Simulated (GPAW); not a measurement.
# YSn3 (Pm-3m): the Y L₃ absorption edge, part 2 of 2

What does one-electron theory with a core hole give for the Y L₃ edge of YSn3 (Pm-3m)?

GPAW 26.7.0; X-ray absorption from dipole matrix elements to empty bands, plane-wave PAW LDA.

So far. Step 2 (The field without a hole): The mesh shows no gap, so the system is treated as a metal and the core electron is put at the Fermi level (neutral cell). Step 3 (Spectrum without a core hole, Y atom 4): Main maxima below 30 eV (height): 2.2 eV (2.71), 5.6 eV (1.65), 10.0 eV (0.72) and 20.8 eV (0.86). At an L edge the dipole rule selects empty d (and weakly s) states on the absorber, and the strong line at the onset measures the empty part of its d band.

**5. Spectrum with XCH, Y atom 4**

The holes are 6.6 Å apart. In GPAW the data set carries the hole's charge, so charge=0 means a charged cell and charge=-1 a neutral one. The excited electron is kept in the cell, where it fills the lowest empty states and screens the hole. After the field has converged, empty bands are computed with the density fixed and the dipole matrix elements are summed.

Input file xas.py:

```python
import numpy as np
from ase import Atoms
from ase.parallel import parprint, paropen
from gpaw import GPAW, PW, FermiDirac, Mixer, MixerDif, setup_paths
from gpaw.test import gen
setup_paths.insert(0, '.')
gen('Y', name='fch2p', xcname='LDA', corehole=(2, 1, 1), write_xml=True)
from gpaw.mpi import world
world.barrier()

atoms = Atoms('Sn6Y2',
    cell=[[4.666, 0, 4.666],
     [0, 4.666, 4.666],
     [-4.666, 0, 4.666]],
    scaled_positions=[[0, 0.5, 0.5],
     [0.5, 0.5, 0],
     [0.5, 0, 0],
     [0, 0, 0.5],
     [0, 0.5, 0],
     [0.5, 0.5, 0.5],
     [0, 0, 0],
     [0.5, 0, 0.5]],
    pbc=True)
atoms.calc = calc = GPAW(legacy_gpaw=True, mode=PW(430, force_complex_dtype=True), xc='LDA', setups={6: 'fch2p'},
    kpts={'size': (5, 5, 5), 'gamma': True}, occupations=FermiDirac(0.1),
    charge=-1, mixer=Mixer(0.1, 5, 50), maxiter=150,
    convergence={'density': 0.0001, 'eigenstates': 1e-6}, txt='scf.txt')
energy = atoms.get_potential_energy() + calc.get_reference_energy()
ef = calc.get_fermi_level()
out = dict(energy=energy, fermi=ef, forces=atoms.get_forces().tolist())
parprint(f'all-electron energy {energy:.4f} eV, Fermi level {ef:.4f} eV')
ev = np.array([[calc.get_eigenvalues(k, s) for k in range(len(calc.get_ibz_k_points()))] for s in range(calc.get_number_of_spins())])
out['homo'], out['lumo'], out['counts'] = ev[ev < ef].max(), ev[ev > ef].min(), sorted(set((ev < ef).sum((0, 2)).tolist()))
out['filled'] = (ev[:, 0] < ef).sum(1).tolist()

from ase.units import Ha
from gpaw.xas import dipole_matrix_elements
nb = int(calc.get_number_of_electrons() / 2) + 134
top, nb = nb, nb + 8 + nb // 12
nscf = calc.fixed_density(kpts={'size': (6, 6, 6), 'gamma': True}, nbands=nb,
    convergence={'bands': top, 'eigenstates': 5e-3}, maxiter=60, txt='nscf.txt')
cell = atoms.cell.array
ops = [cell.T @ U.T @ np.linalg.inv(cell.T) for U in nscf.wfs.kd.symmetry.op_scc]
E = np.arange(-6, 34, 0.1)
fwhm = np.interp(E, [4, 25], [1.5, 3.5])
Y, X, zero, highest = 0, 0, 1e9, 1e9
for spin in range(nscf.get_number_of_spins()):
    wfs = nscf.wfs
    mine = wfs.bd.get_slice()  # this rank's bands
    A = dipole_matrix_elements(wfs.setups[6])
    eps = np.zeros((wfs.kd.nibzkpts, nb))
    d = np.zeros((3, A.shape[1], wfs.kd.nibzkpts, nb), complex)
    for kpt in wfs.kpt_u:
        if kpt.s == spin and 6 in kpt.P_ani:
            eps[kpt.k, mine] = kpt.eps_n * Ha
            d[:, :, kpt.k, mine] = (kpt.weight * wfs.nspins / 2) ** 0.5 * np.inner(A, kpt.P_ani[6])
    world.sum(eps)
    world.sum(d)
    T = np.einsum('amkn,bmkn->abkn', d, d.conj()).real
    T = sum(np.einsum('ai,ijkn,bj->abkn', R, T, R) for R in ops) / len(ops)
    empty = eps > ef
    zero, highest = min(zero, eps[empty].min()), min(highest, eps[:, top - 1].min())
    lines = [(eps, T, empty)] if spin == 0 else lines + [(eps, T, empty)]
for eps, T, empty in lines:
    f = np.einsum('aakn->akn', T).reshape(3, -1)
    x = eps.ravel() - zero
    w = np.interp(x, E, fwhm) / 2.35482
    g = np.exp(-0.5 * ((E[:, None] - x) / w) ** 2) / (w * (2 * np.pi) ** 0.5)
    Y = Y + (f * empty.ravel()) @ g.T
    X = X + (f * ~empty.ravel()) @ g.T
out.update(E=E.round(2).tolist(), xas=Y.tolist(), xes=X.tolist(), zero=zero, valid=highest - zero, nk=len(eps), nb=nb)
for i in range(0, len(E), 10):
    parprint(f'{E[i]:7.2f}', *(f'{v:10.3e}' for v in Y[:, i]))
import json
with paropen('out.json', 'w') as f:
    json.dump(out, f)
```

Run with:

```console
> OMP_NUM_THREADS=1 mpirun -n 4 gpaw python xas.py
```

Numbers of over 12 decimals in the logs are rounded to 6 here.

What it wrote:

```text
Input parameters:
  charge: -1
  convergence: {density: 0.0001,
                eigenstates: 1e-06}
  kpts: {gamma: True,
         size: (5, 5, 5)}
  maxiter: 150
  mixer: {backend: pulay,
          beta: 0.1,
          method: separate,
          nmaxold: 5,
          weight: 50}
  mode: {ecut: 430.0,
         force_complex_dtype: True,
         name: pw}
  occupations: {fixmagmom: False,
                name: fermi-dirac,
                width: 0.1}
  setups: {6: fch2p}

Initialize ...

[... PAW data sets ...]

Reference energy: -1189064.005546  # eV

Spin-paired calculation

[... convergence settings ...]
Symmetries present (total): 48
  [... symmetry matrices ...]

125 k-points: 5 x 5 x 5 Monkhorst-Pack grid
10 k-points in the irreducible part of the Brillouin zone
       k-points in crystal coordinates                weights
   0:     0.00000000    0.00000000    0.00000000          1/125
   1:     0.20000000    0.20000000    0.00000000          8/125
   2:     0.20000000    0.20000000    0.20000000          6/125
   3:     0.40000000    0.20000000    0.00000000         12/125
   4:     0.40000000    0.20000000    0.40000000         24/125
   5:     0.40000000    0.40000000   -0.40000000         12/125
   6:     0.40000000    0.40000000   -0.20000000         24/125
   7:     0.40000000    0.40000000    0.00000000          8/125
   8:     0.40000000    0.40000000    0.20000000         24/125
   9:     0.40000000    0.40000000    0.40000000          6/125

Wave functions: Plane wave expansion
  Cutoff energy: 430.000 eV
  Number of coefficients (min, max): 4083, 4125
  Pulay-stress correction: 0.000000 eV/Ang^3 (de/decut=0.000000)
  Using FFTW library
  Wavefunction extrapolation:
    Improved wavefunction reuse through dual PAW basis

Occupation numbers: Fermi-Dirac:
  width: 0.1000  # eV

Eigensolver
   Davidson(niter=2)

Densities:
  Coarse grid: 32*32*32 grid
  Fine grid: 64*64*64 grid
  Total Charge: 0.000000

Density mixing:
  Method: separate
  Backend: pulay
  Linear mixing parameter: 0.1
  old densities: 5
  Width of damping distribution: 1.1
  Damping of long wavelength oscillations: 50

[... Hamiltonian set-up ...]
Number of atoms: 8
Number of atomic orbitals: 80
Number of bands in calculation: 69
Number of valence electrons: 107
Bands to converge: occupied

... initialized

Initializing position-dependent things.

Density initialized from atomic densities
Creating initial wave functions:
  69 bands from LCAO basis set

              Sn

         Sn         Sn
             Y

              Sn
       Sn         Sn

             Y

Atomic positions and initial magnetic moments

Positions:
   0 Sn    -2.333000    2.333000    4.666000    ( 0.0000,  0.0000,  0.0000)
   1 Sn     2.333000    2.333000    4.666000    ( 0.0000,  0.0000,  0.0000)
   2 Sn     2.333000    0.000000    2.333000    ( 0.0000,  0.0000,  0.0000)
   3 Sn    -2.333000    0.000000    2.333000    ( 0.0000,  0.0000,  0.0000)
   4 Sn     0.000000    2.333000    2.333000    ( 0.0000,  0.0000,  0.0000)
   5 Sn     0.000000    2.333000    6.999000    ( 0.0000,  0.0000,  0.0000)
   6 Y      0.000000    0.000000    0.000000    ( 0.0000,  0.0000,  0.0000)
   7 Y      0.000000    0.000000    4.666000    ( 0.0000,  0.0000,  0.0000)

Unit cell:
           periodic     x           y           z      points  spacing
  1. axis:    yes    4.666000    0.000000    4.666000    32     0.1684
  2. axis:    yes    0.000000    4.666000    4.666000    32     0.1458
  3. axis:    yes   -4.666000    0.000000    4.666000    32     0.1684

  Lengths:   6.598720   6.598720   6.598720
  Angles:   60.000000  90.000000  60.000000

Effective grid spacing dv^(1/3) = 0.1837

iter:   1   -59.343841
iter:   2   -52.717581   -0.97  -1.09
iter:   3   -52.451065   -2.54  -1.56
iter:   4   -52.261404   -1.56  -1.63
iter:   5   -52.062687   -3.14  -1.82
iter:   6   -52.192286   -2.66  -2.04
iter:   7   -52.024845   -2.66  -1.86
iter:   8   -52.027038   -3.08  -2.47
iter:   9   -52.011778c  -4.09  -2.53
iter:  10   -52.011204c  -4.70  -3.24
iter:  11   -52.011213c  -5.55  -3.40
iter:  12   -52.011246c  -6.34c -3.45
iter:  13   -52.011197c  -6.76c -3.54
iter:  14   -52.011178c  -7.12c -4.02c

Converged after 14 iterations.

Dipole moment: (-0.000000, -0.000000, 0.000000) |e|*Ang

Energy contributions relative to reference atoms: (reference = -1189064.005546)

Kinetic:        +21.075011
Potential:      -19.178520
External:        +0.000000
XC:             -53.834325
Entropy (-ST):   -0.162574
Local:           +0.007942
SIC:             +0.000000
--------------------------
Free energy:    -52.092465
Extrapolated:   -52.011178

Showing only first 2 kpts
 Kpt  Band  Eigenvalues  Occupancy
  0    51      8.55638    0.02512
  0    52      8.59062    0.01790
  0    53      8.59062    0.01790
  0    54      8.59062    0.01790

  1    51      7.69442    1.97201
  1    52      7.69442    1.97201
  1    53      8.70933    0.00550
[...]
Fermi level: 8.11993

No gap
No difference between direct/indirect transitions

Forces in eV/Ang:
  0 Sn    0.00000    0.00000   -0.00000
  1 Sn    0.00000   -0.00000    0.00000
  2 Sn    0.00000    0.00000   -0.00000
  3 Sn   -0.00000    0.00000   -0.00000
  4 Sn   -0.00000    0.00000    0.00000
  5 Sn    0.00000    0.00000   -0.00000
  6 Y     0.00000   -0.00000    0.00000
  7 Y    -0.00000   -0.00000    0.00000
Scalar-relativistic atomic LDA calculation for Y (Yttrium, Z=39)
Core hole in 2p state (2p occupation: 5.0)
750 radial gridpoints.
|------------------------------------------------|
|------------------------------------------------|
[... the atom generator's iteration count ...]

Energy contributions:
-------------------------
Kinetic:    +3390.169410
XC:          -101.586326
Potential:  -6591.707672
-------------------------
Total:      -3303.124588

state      eigenvalue         ekin         rmax
-----------------------------------------------
1s^2.0 :  -624.020649   785.933785        0.025
2s^2.0 :   -88.104979   159.718374        0.140
2p^5.0 :   -79.278025   154.656858        0.112
3s^2.0 :   -14.821145    41.563665        0.416
3p^6.0 :   -11.851076    38.628153        0.408
3d^10.0:    -6.902769    34.281661        0.347
4s^2.0 :    -2.317952     8.978980        1.088
4p^6.0 :    -1.537864     7.230238        1.182
4d^1.0 :    -0.465087     3.600285        1.531
5s^2.0 :    -0.408502     1.464135        2.930
5p^0.0 :    -0.262947     1.007025        3.543
-----------------------------------------------
(units: Bohr and Hartree)

Generating PAW setup
Kinetic energy of the core from tauc = 3378.447297
Cutoffs:
rc(s)=2.510
rc(p)=2.490
rc(d)=2.430
rc(vbar)=2.450
rc(comp)=2.410
rc(nct)=2.510

Kinetic energy of the core states: 3322.301470
Charge: 1.0
Core electrons: 27.0
Valence electrons: 11.0
Pseudo-core charge: 0.001449
Shape function alpha=1.722
Pseudo-electron charge 6.524097
state    eigenvalue         norm
--------------------------------
4s(2) :    -2.317952     0.579399
5s(2) :    -0.408502     0.963008
4p(6) :    -1.537864     0.451215
5p(0) :    -0.262947     0.957472
4d(1) :    -0.465087     0.730544
*d    :     0.534913
--------------------------------

Diagonalizing with gridspacing h=0.050

state   all-electron     PAW
-------------------------------
4s:      -2.317952    -2.318410
4p:      -1.537864    -1.538528
4d:      -0.465087    -0.465594
*f:                   -0.036509
-------------------------------
all-electron energy -1189116.0167 eV, Fermi level 8.1199 eV
[...]
31.00  1.337e-05  1.337e-05  1.337e-05
  32.00  1.295e-05  1.295e-05  1.295e-05
  33.00  1.165e-05  1.165e-05  1.165e-05
```

Wall time 54 s (4 MPI ranks of Intel Xeon Platinum 8488C (Sapphire Rapids), shared host); peak memory 0.39 GiB; 3.6 min of CPU time.

The Y L₃ spectrum, Y atom 4, excited-electron core hole (neutral cell) (energy from the lowest empty level; intensity scaled to a mean of 1 over the first 20 eV):

```
E (eV)  intensity
  -2.0       0.00
  -0.5       0.81
   1.0       3.94
   2.5       1.62
   4.0       1.39
   5.5       1.03
   7.0       0.41
   8.5       0.56
  10.0       0.62
  11.5       0.52
  13.0       0.47
  14.5       0.54
  16.0       0.65
  17.5       0.64
  19.0       0.73
  20.5       0.79
  22.0       0.64
  23.5       0.49
  25.0       0.41
  26.5       0.37
  28.0       0.40
  29.5       0.53
  31.0       0.64
```

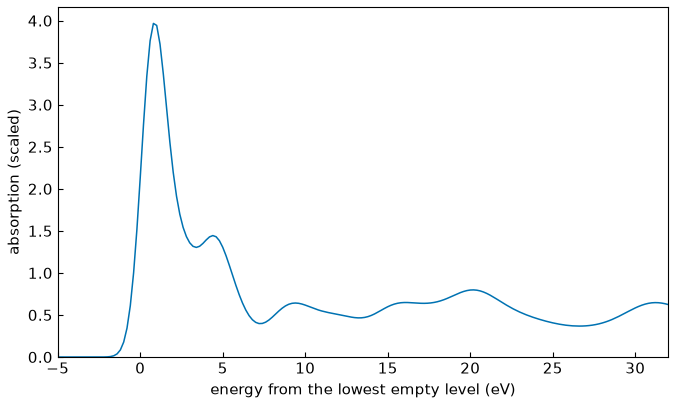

The Y L₃ edge, Y atom 4, excited-electron core hole (neutral cell): main maxima at 0.8, 4.4 and 20.2 eV.

Main maxima below 30 eV (height): 0.8 eV (3.97), 4.4 eV (1.44), 9.4 eV (0.64) and 20.2 eV (0.80). 

**6. Spectrum with FCH, Y atom 4**

The holes are 6.6 Å apart. In GPAW the data set carries the hole's charge, so charge=0 means a charged cell and charge=-1 a neutral one. The excited electron is left out and a uniform background balances the charge. After the field has converged, empty bands are computed with the density fixed and the dipole matrix elements are summed.

Changed against the first core-hole run: core hole to FCH.

xas.py: that of step 5 with these lines changed.

```diff
@@ -25,3 +25,3 @@
     kpts={'size': (5, 5, 5), 'gamma': True}, occupations=FermiDirac(0.1),
-    charge=-1, mixer=Mixer(0.1, 5, 50), maxiter=150,
+    charge=0, mixer=Mixer(0.1, 5, 50), maxiter=150,
     convergence={'density': 0.0001, 'eigenstates': 1e-6}, txt='scf.txt')
```

What it wrote:

```text
Input parameters:
  convergence: {density: 0.0001,
                eigenstates: 1e-06}
  kpts: {gamma: True,
         size: (5, 5, 5)}
  maxiter: 150
  mixer: {backend: pulay,
          beta: 0.1,
          method: separate,
          nmaxold: 5,
          weight: 50}
  mode: {ecut: 430.0,
         force_complex_dtype: True,
         name: pw}
  occupations: {fixmagmom: False,
                name: fermi-dirac,
[...]
*d    :     0.534913
--------------------------------

Diagonalizing with gridspacing h=0.050

state   all-electron     PAW
-------------------------------
4s:      -2.317952    -2.318410
4p:      -1.537864    -1.538528
4d:      -0.465087    -0.465594
*f:                   -0.036509
-------------------------------
all-electron energy -1189124.0613 eV, Fermi level 7.9403 eV
[...]
32.00  1.321e-05  1.321e-05  1.321e-05
  33.00  1.198e-05  1.198e-05  1.198e-05
[key lines of the parts left out:]
Converged after 16 iterations.
Dipole moment: (0.000000, -0.000000, 0.000000) |e|*Ang
Free energy:    -60.126072
Fermi level: 7.94026
```

Wall time 56 s (4 MPI ranks); peak memory 0.39 GiB; 3.7 min of CPU time.

```
E (eV)  first run  this run
  -2.0       0.00      0.00
  -1.0       0.18      0.17
   0.0       2.13      1.88
   1.0       3.94      4.06
   2.0       2.20      2.47
   3.0       1.36      1.39
   4.0       1.39      1.29
   5.0       1.31      1.32
   6.0       0.74      0.83
   7.0       0.41      0.43
   8.0       0.47      0.41
   9.0       0.63      0.58
  10.0       0.62      0.61
  11.0       0.55      0.55
  12.0       0.51      0.50
  13.0       0.47      0.47
  14.0       0.49      0.47
  15.0       0.60      0.56
  16.0       0.65      0.63
  17.0       0.64      0.63
  18.0       0.66      0.63
  19.0       0.73      0.69
  20.0       0.80      0.77
  21.0       0.76      0.76
  22.0       0.64      0.66
  23.0       0.53      0.55
  24.0       0.46      0.47
  25.0       0.41      0.41
  26.0       0.37      0.37
  27.0       0.37      0.36
  28.0       0.40      0.38
  29.0       0.48      0.45
  30.0       0.58      0.55
  31.0       0.64      0.62
  32.0       0.62      0.63
```

The scaled spectrum changes by 7 % r.m.s. The highest intensity below 24 eV goes from 0.8 eV (3.97) to 1.0 eV (4.06).

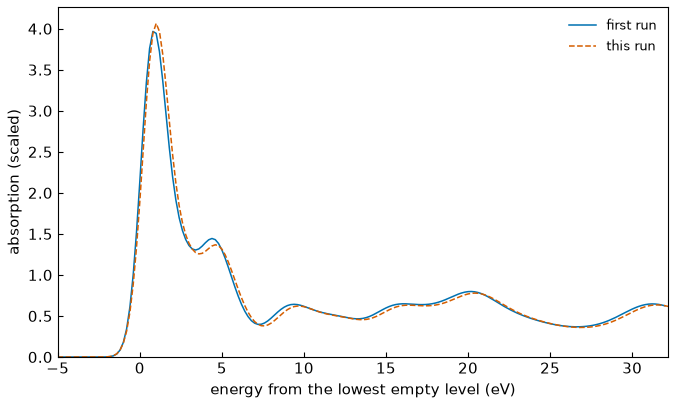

The effect of the change (core hole to FCH).

The photon energy of the zero moves by -0.09 eV.

**7. What the core hole does**

Both curves are counted from their own zero, so only the shift of weight within the empty states shows.

```
E (eV)  no hole   XCH
  -2.0     0.00  0.00
  -1.0     0.03  0.18
   0.0     0.37  2.13
   1.0     1.44  3.94
   2.0     2.67  2.20
   3.0     2.16  1.36
   4.0     1.42  1.39
   5.0     1.52  1.31
   6.0     1.59  0.74
   7.0     0.93  0.41
   8.0     0.54  0.47
   9.0     0.64  0.63
  10.0     0.72  0.62
  11.0     0.67  0.55
  12.0     0.59  0.51
  13.0     0.53  0.47
  14.0     0.50  0.49
  15.0     0.57  0.60
  16.0     0.67  0.65
  17.0     0.69  0.64
  18.0     0.68  0.66
  19.0     0.72  0.73
  20.0     0.82  0.80
  21.0     0.86  0.76
  22.0     0.78  0.64
  23.0     0.66  0.53
  24.0     0.56  0.46
  25.0     0.48  0.41
  26.0     0.43  0.37
  27.0     0.41  0.37
  28.0     0.41  0.40
  29.0     0.45  0.48
  30.0     0.54  0.58
  31.0     0.64  0.64
```

With each curve scaled to its own mean, the area from −2 to 6 eV with the hole is 12.9 against 10.4, and the centre of weight from −1 to 20 eV moves by -1.2 eV: the hole pulls the absorber's empty states down.

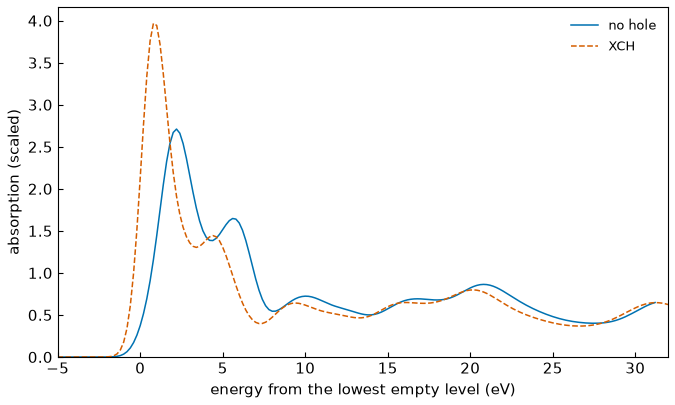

The Y L₃ edge with and without the core hole, each from its own zero; the highest intensity below 24 eV lies at 0.8 eV with the hole.

**8. Outcome**

```json
{
  "absorber and edge": "Y L₃, atom 4 of the ground-state input (counted from 1)",
  "surroundings": "12 Sn at 3.30 Å (cuboctahedral, site symmetry m-3m)",
  "highest intensity below 24 eV": "0.8 eV above the zero, height 3.97"
}
```

**Reading.** The Y L₃ edge of atom 4, with 12 Sn at 3.30 Å (cuboctahedral, site symmetry m-3m), has its highest intensity of the first 24 eV at 0.8 eV above the zero, 4.0 times the mean level of the first 20 eV (Gaussian full width 1.5 eV up to 4 eV, rising linearly to 3.5 eV at 25 eV). With each curve scaled to its own mean, the area from −2 to 6 eV with the hole is 12.9 against 10.4, and the centre of weight from −1 to 20 eV moves by -1.2 eV: the hole pulls the absorber's empty states down. Changing the core hole to FCH alters the shape by 7 % r.m.s., so the result is insensitive to this choice. Only the L₃ part is meant: spin–orbit coupling of the core level isn't computed and the L₂ copy isn't added. Lifetime broadening is put in by hand, and intensities beyond about 20 eV depend on it and on the partial waves; weight that the partial waves miss at high energy is lost. The structure is a published determination, not relaxed.

[Banner, clock and machine lines of the logs are left out without a mark of their own.]

[Logs are printed without paths, hosts, clocks, repeated set-up lines and the standing remarks that a program may print on its own settings, such as how far it seeks lower states.]

[Hosts, paths, dates, database ids (printed as entryN), source tags and the programs' standing remarks are cut or masked in the printed files.]

[Lists of maxima count a maximum above −3 eV only where it reaches 4 % of the highest in the window and stands out from its surroundings by 2 % of it (1.5 % where it reaches 55 %); shoulders and weaker maxima are passed over, and of the rest the first, up to two pre-edge ones and the few strongest are named.]
